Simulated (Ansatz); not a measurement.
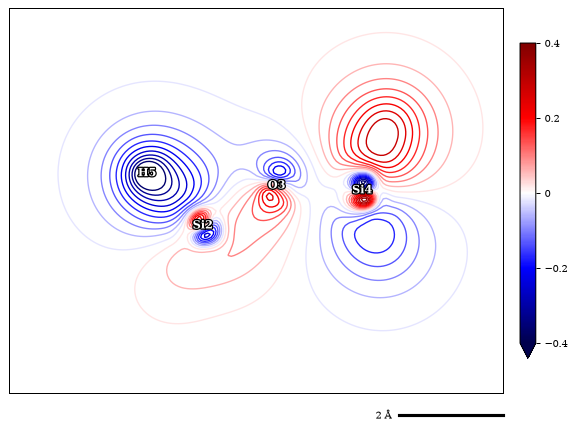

*FH$_{4}$OSi$_{2}$ (SMILES F[SiH2]O[SiH2]) (doublet). The HOMO−1 (β) on the plane of atoms Si2, O3 and Si4 (values in Å⁻³ᐟ²; the overall sign is arbitrary).*

Geometry: PBE0-D4/def2-TZVP.

All numbers below come from UKS PBE0-D4/def2-TZVPP (Ansatz 0.2.0).

```yaml
atoms:
  - { symbol: F, position_ang: [-0.1265, 1.8021, 1.4459] }
  - { symbol: Si, position_ang: [0.3913, 1.2620, 0.0387] }
  - { symbol: O, position_ang: [-0.3973, -0.1017, -0.3394] }
  - { symbol: Si, position_ang: [-0.8214, -1.6364, 0.0659] }
  - { symbol: H, position_ang: [0.0815, 2.2835, -0.9806] }
  - { symbol: H, position_ang: [1.8398, 0.9958, 0.1781] }
  - { symbol: H, position_ang: [-1.2078, -2.3428, -1.1866] }
  - { symbol: H, position_ang: [0.3326, -2.3195, 0.7220] }
```

Question: What is the character of this orbital?

Answer: It lies mainly on Si4 (about 20 %), Si2 (about 15 %), H7 (about 15 %), H8 (about 10 %), H5 (about 10 %) and H6 (about 10 %). Its energy is −9.74 eV.
